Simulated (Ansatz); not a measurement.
# Grüneisen parameters and expansion of Mg3SiO (hypothetical, Pm-3m), part 3 of 4

Aim: how the vibrations of Mg3SiO (hypothetical) shift with volume, and the expansion that follows. The crystal structure is hypothetical: it was made by swapping elements on a known structure type.

Ansatz 0.2.0; DFT PBEsol, scalar-relativistic, plane waves, PAW.

So far, highest frequency (cm⁻¹): step 7 (lattice dynamics at this volume, V/V0 1) 481.

## (8) Single point at a scaled cell, V/V0 1.015

Symmetry fixes every atom, so a single point at the scaled cell gives the energy and pressure of this member.

The cell differs from the one that the last finished run ended in (a 4.189 → 4.210 Å, b 4.189 → 4.210 Å, c 4.189 → 4.210 Å).

input.yaml reads:

```yaml
crystal:
  lattice:
    - [4.2099470408, 0.0, 0.0]
    - [0.0, 4.2099470408, 0.0]
    - [0.0, 0.0, 4.2099470408]
  atoms:
    - { symbol: Mg, position: [0.0, 0.5, 0.5] }
    - { symbol: Mg, position: [0.5, 0.0, 0.5] }
    - { symbol: Mg, position: [0.5, 0.5, 0.0] }
    - { symbol: Si, position: [0.0, 0.0, 0.0] }
    - { symbol: O, position: [0.5, 0.5, 0.5] }
kpoints:
  mp_grid: { grid: [8, 8, 8] }
hamiltonian:
  xc: pbesol
scf:
  occupations: { method: methfessel_paxton, width: 0.2 }
output:
  forces: true
  stress: true
  eigenvalues: true
```

Launch:

```bash
ansatz run input.yaml --threads 4 --pin off --max-ram 16384MiB --backend cpu --events-out ev --progress --plain --runs-dir out
```

Numbers of over 12 decimals in the logs are rounded to 6 here.

The log of the run:

```text
[...]
Crystal: 5 atoms, lattice volume = 74.616 Å³
Basis set: ecut = 420 eV, 1419 PW (Γ), exchange–correlation on 60×60×60 points (8 copies of the dense FFT grid, shifted against one another)
Bands: 25, of which v1, the nominal top of the filled ones, is band 20 counted from 1 (19 counted from 0)
Symmetry: 48 space group operations
[...]
k-points: 35 of 512
[...]
SCF iter   1: F=—  HF=-6921.168179 eV  |F-HF|=—  |Δ(HF+E_count)|=         —  Δρ=1.14e-2  dr2=1.11e-1  ethr=1.77e-3  ⟨swp⟩=5.3  Hψ=3795  notcnv=0
[...]
SCF iter   7: F=-6921.138984 eV  HF=-6921.138984 eV  |F-HF|=3.78e-9  |Δ(HF+E_count)|=   4.59e-9  S|Δr|=    0.00e0  Δρ=2.76e-6  dr2=5.15e-9  ethr=2.50e-10  ⟨swp⟩=7.1  Hψ=4045  notcnv=0
SCF 1 converged in 7 iterations: F = -6921.138984 eV  dr2 = 5.15e-9
[...]
SCF converged after 7 iterations
[...]
Free energy (F): -6921.138984 eV
[...]
Internal energy: -6921.139524 eV  (E = F + TS)
E sigma→0 (E₀):  -6921.139119 eV
Entropy (-TS):   0.000541 eV (0.108 meV/atom)
Fermi energy:    8.627841 eV
[...]
--- Stress (GPa, compression-positive) ---
       -1.217923      -0.000000       0.000000
       -0.000000      -1.217923       0.000000
        0.000000       0.000000      -1.217923
  P = ⅓ Tr σ = -1.2179 GPa (-12.179 kbar)
--- Band table (eV; the first three rows and the last of 35) ---
  k-point 0: bands = [... 16 lower, 2.3645, 8.1456, 8.1456, 8.1456, 9.1875, 9.1875, 10.3069, 14.2890, ... 1 higher]
  k-point 1: bands = [... 16 lower, 2.3848, 7.0507, 8.1190, 8.1190, 9.2994, 9.8412, 11.1668, 13.7837, ... 1 higher]
  k-point 2: bands = [... 16 lower, 2.4771, 5.6840, 8.0477, 8.0477, 9.6153, 10.4952, 13.0637, 13.0911, ... 1 higher]
  k-point 34: bands = [... 16 lower, 2.1778, 5.1640, 5.1640, 5.1640, 10.2948, 10.2948, 10.2948, 13.0566, ... 1 higher]
```

The job ended after 1.6 s (4 threads of Arm Neoverse V1, shared host; peak memory 0.37 GiB; 4.1 s of CPU time).

Numbers from this step:

| Quantity | Value |
| --- | --- |
| pressure | -1.218 GPa |
| volume per atom | 14.92 Å³ |

The run ends at a pressure of -1.22 GPa.

## (9) Lattice dynamics at this volume, V/V0 1.015

The same q-mesh and k-mesh are kept at every volume, so that much of their error can cancel in the differences.

Edit input.yaml of step 8 so:

```diff
@@ -18,4 +18,11 @@
 output:
-  forces: true
-  stress: true
   eigenvalues: true
+phonons:
+  method: dfpt
+  qmesh: [4, 4, 4]
+  temperatures: { t_max: 1000, t_step: 50 }
+  qpath:
+    path:
+      - [[0.0, 0.0, 0.0], [0.0, 0.5, 0.0], [0.5, 0.5, 0.0], [0.0, 0.0, 0.0], [0.5, 0.5, 0.5], [0.0, 0.5, 0.0]]
+      - [[0.5, 0.5, 0.5], [0.5, 0.5, 0.0]]
+    npoints: 10
```

The log of the run:

```text
[...]
Crystal: 5 atoms, lattice volume = 74.616 Å³
Basis set: ecut = 420 eV, 1419 PW (Γ), exchange–correlation on 60×60×60 points (8 copies of the dense FFT grid, shifted against one another)
Bands: 25, of which v1, the nominal top of the filled ones, is band 20 counted from 1 (19 counted from 0)
Symmetry: 48 space group operations
k-points: 35 of 512
[...]
k-point 34: bands = [... 16 lower, 2.1779, 5.1640, 5.1640, 5.1640, 10.2948, 10.2948, 10.2948, 13.0565, ... 1 higher]
[...]
ASR residual: 2.887e-4 → 0.000e0 eV/Å²; symmetrization residual: 2.873e-6 eV/Å²
  ASR residual per site (eV/Å²): 2.89e-4 2.89e-4 2.89e-4 5.51e-6 9.22e-5
[...]
--- Phonons (arbitrary-q DFPT): 10 irreducible q on the 4×4×4 mesh ---
[...]
interpolated dispersion: 62 rows × 15 modes
[...]
[key lines of the parts left out:]
SCF converged after 10 iterations
Free energy (F): -6921.138984 eV
Fermi energy:    8.627862 eV
```

The job ended after 11 min (4 threads; peak memory 2.2 GiB).

No LO-TO term. The phonon branches at the labelled points (cm⁻¹):

```
    point  branch 1  branch 2  branch 3  branch 4  branch 12  branch 13  branch 14  branch 15
        Γ         0         0         0       167        300        421        421        421
        X       129       129       174       174        358        420        420        458
        M       -49        73       173       173        369        369        409        440
        Γ         0         0         0       167        300        421        421        421
        R       -39       -39       -39       220        381        381        381        460
        X       129       129       174       174        358        420        420        458
jump to R       -39       -39       -39       220        381        381        381        460
        M       -49        73       173       173        369        369        409        440
```

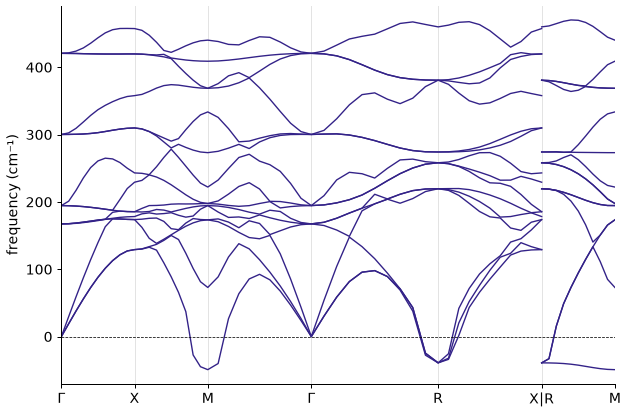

Phonon branches along the path.

The lowest solved frequency is -49.1 cm⁻¹, so the cell is unstable here at these settings (gap near zero, smearing on, k-mesh not tested) and gives no valid free energy. The highest zone-centre mode (no LO–TO term) moved by -3.5 % for a volume change of +1.5 %.

## (10) Single point at a scaled cell, V/V0 0.985

Symmetry fixes every atom, so a single point at the scaled cell gives the energy and pressure of this member.

The cell differs from the one that the last finished run ended in (a 4.210 → 4.168 Å, b 4.210 → 4.168 Å, c 4.210 → 4.168 Å).

input.yaml, the sections that differ from step 9:

```yaml
crystal:
  lattice:
    - [4.1680542413, 0.0, 0.0]
    - [0.0, 4.1680542413, 0.0]
    - [0.0, 0.0, 4.1680542413]
  atoms:
    - { symbol: Mg, position: [0.0, 0.5, 0.5] }
    - { symbol: Mg, position: [0.5, 0.0, 0.5] }
    - { symbol: Mg, position: [0.5, 0.5, 0.0] }
    - { symbol: Si, position: [0.0, 0.0, 0.0] }
    - { symbol: O, position: [0.5, 0.5, 0.5] }
output:
  forces: true
  stress: true
  eigenvalues: true
# kpoints, hamiltonian, scf: as in step 9
# phonons: removed
```

The log of the run:

```text
[...]
Crystal: 5 atoms, lattice volume = 72.410 Å³
Basis set: ecut = 420 eV, 1365 PW (Γ), exchange–correlation on 60×60×60 points (8 copies of the dense FFT grid, shifted against one another)
Bands: 25, of which v1, the nominal top of the filled ones, is band 20 counted from 1 (19 counted from 0)
Symmetry: 48 space group operations
[...]
k-points: 35 of 512
[...]
k-point 0: bands = [... 16 lower, 2.5689, 8.4810, 8.4810, 8.4810, 9.5150, 9.5150, 10.9002, 14.6428, ... 1 higher]
  k-point 1: bands = [... 16 lower, 2.5896, 7.3762, 8.4509, 8.4509, 9.6273, 10.2411, 11.7040, 14.1586, ... 1 higher]
  k-point 2: bands = [... 16 lower, 2.6965, 5.9905, 8.3712, 8.3712, 9.9429, 10.9571, 13.4823, 13.4823, ... 1 higher]
  k-point 34: bands = [... 16 lower, 2.4837, 5.4108, 5.4108, 5.4108, 10.6890, 10.6890, 10.6890, 13.5704, ... 1 higher]
[key lines of the parts left out:]
SCF converged after 7 iterations
Free energy (F): -6921.138750 eV
Fermi energy:    8.972960 eV
P = ⅓ Tr σ = 1.3184 GPa (13.184 kbar)
```

Run time: 1.1 s. Hardware: 4 threads; peak memory 0.37 GiB; 3.9 s of CPU time.

The run ends at a pressure of 1.32 GPa.

## (11) Lattice dynamics at this volume, V/V0 0.985

Phonons at this volume give one point of F(V, T); meshes stay fixed along the series.

Edit input.yaml of step 10 so:

```diff
@@ -18,4 +18,11 @@
 output:
-  forces: true
-  stress: true
   eigenvalues: true
+phonons:
+  method: dfpt
+  qmesh: [4, 4, 4]
+  temperatures: { t_max: 1000, t_step: 50 }
+  qpath:
+    path:
+      - [[0.0, 0.0, 0.0], [0.0, 0.5, 0.0], [0.5, 0.5, 0.0], [0.0, 0.0, 0.0], [0.5, 0.5, 0.5], [0.0, 0.5, 0.0]]
+      - [[0.5, 0.5, 0.5], [0.5, 0.5, 0.0]]
+    npoints: 10
```

The log of the run:

```text
[...]
Crystal: 5 atoms, lattice volume = 72.410 Å³
Basis set: ecut = 420 eV, 1365 PW (Γ), exchange–correlation on 60×60×60 points (8 copies of the dense FFT grid, shifted against one another)
Bands: 25, of which v1, the nominal top of the filled ones, is band 20 counted from 1 (19 counted from 0)
Symmetry: 48 space group operations
k-points: 35 of 512
[...]
k-point 34: bands = [... 16 lower, 2.4837, 5.4108, 5.4108, 5.4108, 10.6890, 10.6890, 10.6890, 13.5704, ... 1 higher]
[...]
ASR residual: 1.211e-4 → 0.000e0 eV/Å²; symmetrization residual: 3.419e-6 eV/Å²
  ASR residual per site (eV/Å²): 1.21e-4 1.21e-4 1.21e-4 3.24e-5 3.37e-5
[...]
--- Phonons (arbitrary-q DFPT): 10 irreducible q on the 4×4×4 mesh ---
[...]
interpolated dispersion: 62 rows × 15 modes
[...]
[key lines of the parts left out:]
SCF converged after 8 iterations
Free energy (F): -6921.138750 eV
Fermi energy:    8.972966 eV
```

Elapsed: 11 min, on 4 threads; peak memory 2.2 GiB.

The lowest solved frequency is -42.2 cm⁻¹, so the cell is unstable here at these settings (gap near zero, smearing on, k-mesh not tested) and gives no valid free energy. The highest zone-centre mode (no LO–TO term) moved by +3.6 % for a volume change of -1.5 %.

## (12) A cell at another volume, V/V0 1.03

Symmetry fixes every atom, so a single point at the scaled cell gives the energy and pressure of this member.

The cell differs from the one that the last finished run ended in (a 4.168 → 4.231 Å, b 4.168 → 4.231 Å, c 4.168 → 4.231 Å).

input.yaml, the sections that differ from step 11:

```yaml
crystal:
  lattice:
    - [4.2305843659, 0.0, 0.0]
    - [0.0, 4.2305843659, 0.0]
    - [0.0, 0.0, 4.2305843659]
  atoms:
    - { symbol: Mg, position: [0.0, 0.5, 0.5] }
    - { symbol: Mg, position: [0.5, 0.0, 0.5] }
    - { symbol: Mg, position: [0.5, 0.5, 0.0] }
    - { symbol: Si, position: [0.0, 0.0, 0.0] }
    - { symbol: O, position: [0.5, 0.5, 0.5] }
output:
  forces: true
  stress: true
  eigenvalues: true
# kpoints, hamiltonian, scf: as in step 11
# phonons: removed
```

The log of the run:

```text
[...]
Crystal: 5 atoms, lattice volume = 75.718 Å³
Basis set: ecut = 420 eV, 1419 PW (Γ), exchange–correlation on 60×60×60 points (8 copies of the dense FFT grid, shifted against one another)
Bands: 25, of which v1, the nominal top of the filled ones, is band 20 counted from 1 (19 counted from 0)
Symmetry: 48 space group operations
[...]
k-points: 35 of 512
[...]
k-point 0: bands = [... 16 lower, 2.2680, 7.9849, 7.9849, 7.9849, 9.0296, 9.0296, 10.0236, 14.1187, ... 1 higher]
  k-point 1: bands = [... 16 lower, 2.2879, 6.8939, 7.9598, 7.9598, 9.1413, 9.6450, 10.9146, 13.6031, ... 1 higher]
  k-point 2: bands = [... 16 lower, 2.3731, 5.5367, 7.8926, 7.8926, 9.4573, 10.2717, 12.8193, 12.9030, ... 1 higher]
  k-point 34: bands = [... 16 lower, 2.0305, 5.0459, 5.0459, 5.0459, 10.1055, 10.1055, 10.1055, 12.8108, ... 1 higher]
[key lines of the parts left out:]
SCF converged after 7 iterations
Free energy (F): -6921.126745 eV
Fermi energy:    8.460097 eV
P = ⅓ Tr σ = -2.3458 GPa (-23.458 kbar)
```

Wall time 1.1 s (4 threads); peak memory 0.37 GiB; 3.7 s of CPU time.

The run ends at a pressure of -2.35 GPa.

## (13) Lattice dynamics at this volume, V/V0 1.03

The same q-mesh and k-mesh are kept at every volume, so that much of their error can cancel in the differences.

Edit input.yaml of step 12 so:

```diff
@@ -18,4 +18,11 @@
 output:
-  forces: true
-  stress: true
   eigenvalues: true
+phonons:
+  method: dfpt
+  qmesh: [4, 4, 4]
+  temperatures: { t_max: 1000, t_step: 50 }
+  qpath:
+    path:
+      - [[0.0, 0.0, 0.0], [0.0, 0.5, 0.0], [0.5, 0.5, 0.0], [0.0, 0.0, 0.0], [0.5, 0.5, 0.5], [0.0, 0.5, 0.0]]
+      - [[0.5, 0.5, 0.5], [0.5, 0.5, 0.0]]
+    npoints: 10
```

The log of the run:

```text
[...]
Crystal: 5 atoms, lattice volume = 75.718 Å³
Basis set: ecut = 420 eV, 1419 PW (Γ), exchange–correlation on 60×60×60 points (8 copies of the dense FFT grid, shifted against one another)
Bands: 25, of which v1, the nominal top of the filled ones, is band 20 counted from 1 (19 counted from 0)
Symmetry: 48 space group operations
k-points: 35 of 512
[...]
k-point 34: bands = [... 16 lower, 2.0305, 5.0459, 5.0459, 5.0459, 10.1055, 10.1055, 10.1055, 12.8108, ... 1 higher]
[...]
ASR residual: 3.221e-4 → 0.000e0 eV/Å²; symmetrization residual: 3.095e-6 eV/Å²
  ASR residual per site (eV/Å²): 3.22e-4 3.22e-4 3.22e-4 2.71e-6 1.36e-4
[...]
--- Phonons (arbitrary-q DFPT): 10 irreducible q on the 4×4×4 mesh ---
[...]
interpolated dispersion: 62 rows × 15 modes
[...]
[key lines of the parts left out:]
SCF converged after 10 iterations
Free energy (F): -6921.126745 eV
Fermi energy:    8.460117 eV
```

Wall time 11 min (4 threads); peak memory 2.2 GiB; 42 min of CPU time.

The lowest solved frequency is -51.8 cm⁻¹, so the cell is unstable here at these settings (gap near zero, smearing on, k-mesh not tested) and gives no valid free energy. The highest zone-centre mode (no LO–TO term) moved by -7.0 % for a volume change of +3.0 %.

## (14) A cell at another volume, V/V0 0.97

Symmetry fixes every atom, so a single point at the scaled cell gives the energy and pressure of this member.

The cell differs from the one that the last finished run ended in (a 4.231 → 4.147 Å, b 4.231 → 4.147 Å, c 4.231 → 4.147 Å).

input.yaml reads:

```yaml
crystal:
  lattice:
    - [4.1467882885, 0.0, 0.0]
    - [0.0, 4.1467882885, 0.0]
    - [0.0, 0.0, 4.1467882885]
  atoms:
    - { symbol: Mg, position: [0.0, 0.5, 0.5] }
    - { symbol: Mg, position: [0.5, 0.0, 0.5] }
    - { symbol: Mg, position: [0.5, 0.5, 0.0] }
    - { symbol: Si, position: [0.0, 0.0, 0.0] }
    - { symbol: O, position: [0.5, 0.5, 0.5] }
kpoints:
  mp_grid: { grid: [8, 8, 8] }
hamiltonian:
  xc: pbesol
scf:
  occupations: { method: methfessel_paxton, width: 0.2 }
output:
  forces: true
  stress: true
  eigenvalues: true
  write_density: true
  write_potential: true
  elf: true
  volumetric_format: npy
```

The log of the run:

```text
[...]
Crystal: 5 atoms, lattice volume = 71.308 Å³
Basis set: ecut = 420 eV, 1365 PW (Γ), exchange–correlation on 60×60×60 points (8 copies of the dense FFT grid, shifted against one another)
Bands: 25, of which v1, the nominal top of the filled ones, is band 20 counted from 1 (19 counted from 0)
Symmetry: 48 space group operations
[...]
k-points: 35 of 512
[...]
k-point 0: bands = [... 16 lower, 2.6767, 8.6560, 8.6560, 8.6560, 9.6848, 9.6848, 11.2109, 14.8267, ... 1 higher]
  k-point 1: bands = [... 16 lower, 2.6977, 7.5453, 8.6242, 8.6242, 9.7973, 10.4453, 11.9897, 14.3532, ... 1 higher]
  k-point 2: bands = [... 16 lower, 2.8120, 6.1500, 8.5400, 8.5400, 10.1127, 11.1957, 13.6859, 13.6859, ... 1 higher]
  k-point 34: bands = [... 16 lower, 2.6426, 5.5398, 5.5398, 5.5398, 10.8941, 10.8941, 10.8941, 13.8390, ... 1 higher]
[key lines of the parts left out:]
SCF converged after 7 iterations
Free energy (F): -6921.124843 eV
Fermi energy:    9.150788 eV
P = ⅓ Tr σ = 2.7424 GPa (27.424 kbar)
```

The job ended after 1.4 s (4 threads; peak memory 0.38 GiB; 5.1 s of CPU time).

The run ends at a pressure of 2.74 GPa.

## (15) Lattice dynamics at this volume, V/V0 0.97

The same q-mesh and k-mesh are kept at every volume, so that much of their error can cancel in the differences.

input.yaml, the sections that differ from step 14:

```yaml
output:
  eigenvalues: true
phonons:
  method: dfpt
  qmesh: [4, 4, 4]
  temperatures: { t_max: 1000, t_step: 50 }
  qpath:
    path:
      - [[0.0, 0.0, 0.0], [0.0, 0.5, 0.0], [0.5, 0.5, 0.0], [0.0, 0.0, 0.0], [0.5, 0.5, 0.5], [0.0, 0.5, 0.0]]
      - [[0.5, 0.5, 0.5], [0.5, 0.5, 0.0]]
    npoints: 10
# crystal, kpoints, hamiltonian, scf: as in step 14
```

The log of the run:

```text
[...]
Crystal: 5 atoms, lattice volume = 71.308 Å³
Basis set: ecut = 420 eV, 1365 PW (Γ), exchange–correlation on 60×60×60 points (8 copies of the dense FFT grid, shifted against one another)
Bands: 25, of which v1, the nominal top of the filled ones, is band 20 counted from 1 (19 counted from 0)
Symmetry: 48 space group operations
k-points: 35 of 512
[...]
k-point 34: bands = [... 16 lower, 2.6426, 5.5398, 5.5398, 5.5398, 10.8941, 10.8941, 10.8941, 13.8390, ... 1 higher]
[...]
ASR residual: 9.774e-5 → 0.000e0 eV/Å²; symmetrization residual: 3.217e-6 eV/Å²
  ASR residual per site (eV/Å²): 9.77e-5 9.77e-5 9.77e-5 2.20e-5 1.21e-5
[...]
--- Phonons (arbitrary-q DFPT): 10 irreducible q on the 4×4×4 mesh ---
[...]
interpolated dispersion: 62 rows × 15 modes
[...]
[key lines of the parts left out:]
SCF converged after 8 iterations
Free energy (F): -6921.124843 eV
Fermi energy:    9.150794 eV
```

The job ended after 12 min (4 threads; peak memory 2.1 GiB).

No LO-TO term. Phonon branches along the path, in cm⁻¹:

```
    point  branch 1  branch 2  branch 3  branch 4  branch 12  branch 13  branch 14  branch 15
        Γ         0         0         0       181        310        468        468        468
        X       141       141       182       182        386        467        467        486
        M       -38       113       184       184        400        400        457        469
        Γ         0         0         0       181        310        468        468        468
        R       -17       -17       -17       238        414        414        414        488
        X       141       141       182       182        386        467        467        486
jump to R       -17       -17       -17       238        414        414        414        488
        M       -38       113       184       184        400        400        457        469
```

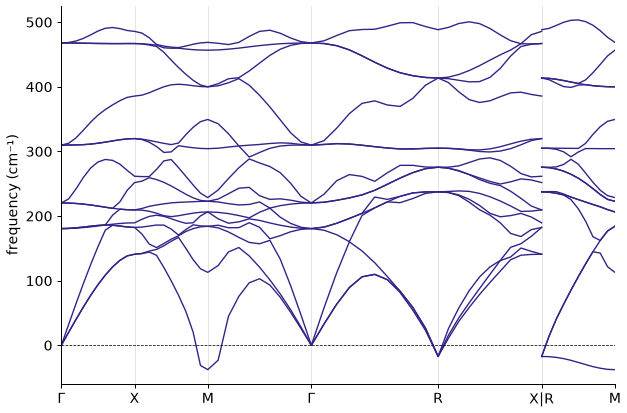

Phonon branches along the path.

The lowest solved frequency is -37.7 cm⁻¹, so the cell is unstable here at these settings (gap near zero, smearing on, k-mesh not tested) and gives no valid free energy. The highest zone-centre mode (no LO–TO term) moved by +7.3 % for a volume change of -3.0 %.

(Continued in part 4 of 4.)

[Logs are printed without paths, hosts, clocks, repeated set-up lines and the standing remarks that a program may print on its own settings, such as how far it seeks lower states.]

[Hosts, paths, dates, database ids (printed as entryN), source tags and the programs' standing remarks are cut or masked in the printed files.]

[A step with changed settings may run another functional than the one named; its input shows which.]

[Of the runs on displaced cells, only some may be shown.]
